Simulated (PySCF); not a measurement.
SMILES [F][Cu][F] (CuF2), doublet at its CAM-B3LYP/def2-SVP optimised geometry (Å):

```
3

Cu     0.0000     0.0000     0.0000
F     -1.7201     0.0000     0.0000
F      1.7201     0.0000     0.0000
```

Computed with unrestricted CAM-B3LYP/def2-TZVP in PySCF. Cells within 0.4 Å of a nucleus heavier than hydrogen are left out (blank, or x).

Map of the electrostatic potential (hartree/e), clipped to [-0.08, 0.12] on the plane z = 0.0 Å:

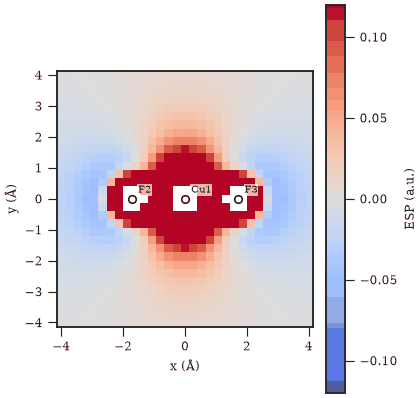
Fig. 1. Electrostatic potential (hartree/e), clipped to [-0.08, 0.12] on the plane z = 0.0 Å.
